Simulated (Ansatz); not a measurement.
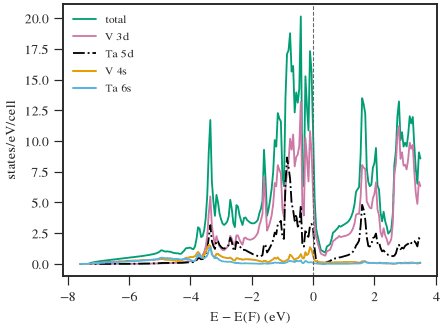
Total and projected density of states of TaV2 (cubic Laves (MgCu2 type), Fd-3m), r²SCAN in the plane-wave PAW code Ansatz

Problem. Which orbitals carry the states next to the Fermi level?

Solution. Within 0.5 eV of the Fermi level: V 3d 64 %, Ta 5d 20 %, V 4s 6 %, outside the projected shells 7 %. Projections are on Löwdin-orthogonalised atomic valence shells; empty p or d shells of many metals are not among them.

Problem. Where is the tallest occupied peak in this window, and what makes it?

Solution. Near -0.4 eV, about 20 states/eV per cell; the largest projected share is V 3d.

The workflow started from an entry of the Crystallography Open Database (COD). Whether it is the stable phase at ambient conditions was not checked. The r²SCAN relaxation kept the symmetry of its start; its stability against distortions is not shown here. The workflow began spin-polarised and lost its moments. Scalar-relativistic: spin–orbit coupling is off unless named, which matters more the heavier the elements.

Potentials: the later of the program's two PAW sets.
